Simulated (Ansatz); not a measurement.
## Electronic structure of PtAu₂O₃ in real space

```yaml
crystal:
  lattice:
    - [2.97777, 0.00000, 0.00000]
    - [0.00000, 3.76692, 0.00000]
    - [0.00000, 0.00000, 14.02989]
  atoms:
    - { symbol: Pt, position: [0.00000, 0.00000, 0.00000] }
    - { symbol: Pt, position: [0.50000, 0.50000, 0.50000] }
    - { symbol: Au, position: [0.50000, 0.50000, 0.19738] }
    - { symbol: Au, position: [0.00000, 0.00000, 0.69738] }
    - { symbol: Au, position: [0.00000, 0.00000, 0.30262] }
    - { symbol: Au, position: [0.50000, 0.50000, 0.80262] }
    - { symbol: O, position: [0.00000, 0.50000, 0.00000] }
    - { symbol: O, position: [0.50000, 0.00000, 0.50000] }
    - { symbol: O, position: [0.50000, 0.00000, 0.09557] }
    - { symbol: O, position: [0.00000, 0.50000, 0.59557] }
    - { symbol: O, position: [0.00000, 0.50000, 0.40443] }
    - { symbol: O, position: [0.50000, 0.00000, 0.90443] }
```

Space group Immm; a structure from a database of computed crystals, not necessarily the ambient phase; started from the NaPr2Se3-71 prototype, which need not be the ambient phase.

Computed with Ansatz 0.2.0, DFT, r2SCAN+rVV10, plane waves, PAW.

In a PAW calculation such maps are meaningful between the atoms, not at the nuclei.

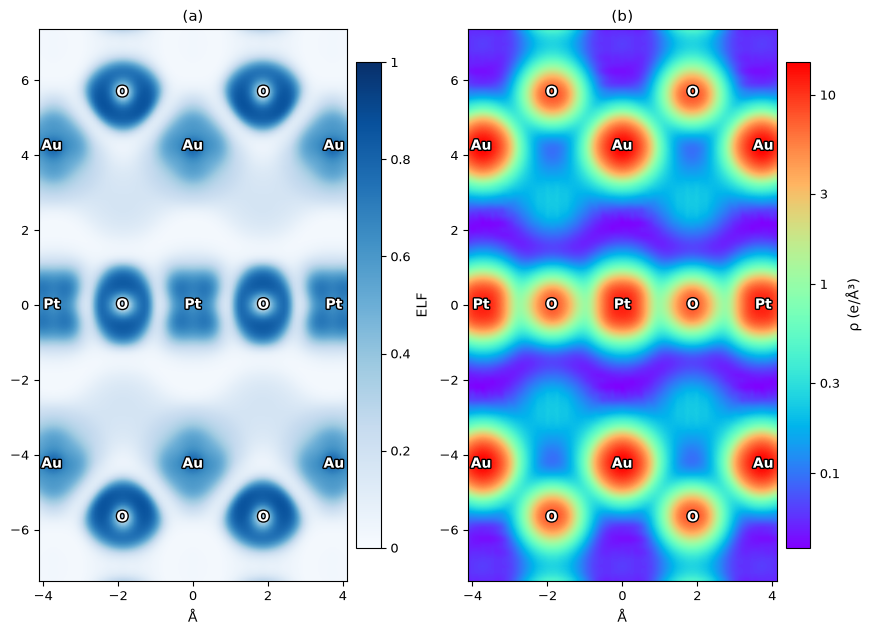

Figure 1. (a) electron localisation function; (b) valence pseudo-density on the (100) plane of the conventional cell.

**Describe what can be read from this map.**

The section cuts through Pt, Au and O sites. Pt–O (1.88 Å): the density is about 1.1 e/Å³ at the midpoint; the ELF peaks at about 0.75 in the valence shell of O, 0.6 Å from its nucleus, and is about 0.20 at the midpoint. Au–O (2.36 Å): the density is about 0.41 e/Å³ at the midpoint; the ELF peaks at about 0.85 in the valence shell of O, 0.6 Å from its nucleus, and drops to about 0.10 between the two atoms. Between the atoms the lowest density in this plane is 0.04 e/Å³. The features right at Pt and Au lie inside the PAW spheres, where the map follows smoothed inner orbitals and isn't to be read closely.

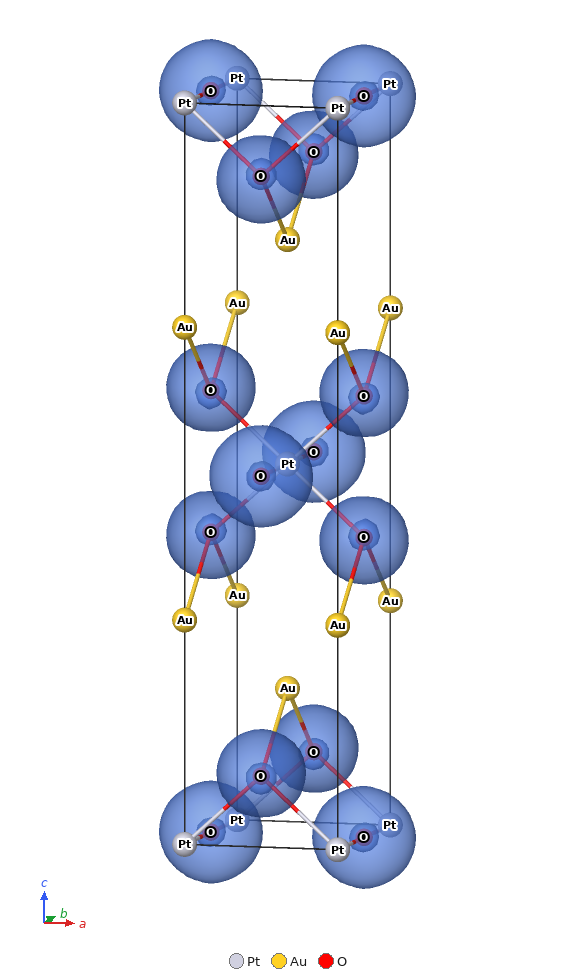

Figure 2. Isosurface of the electron localisation function at 0.6 (blue), seen slightly off an axis. Core shells and regions of very low density are left out. Sticks mark near contacts.

**Describe the localisation domains.**

The ELF exceeds this value in six regions wrapped around O (the valence shell of each), counted in one cell of 12 atoms. Any copies at cell faces, edges or corners count once.
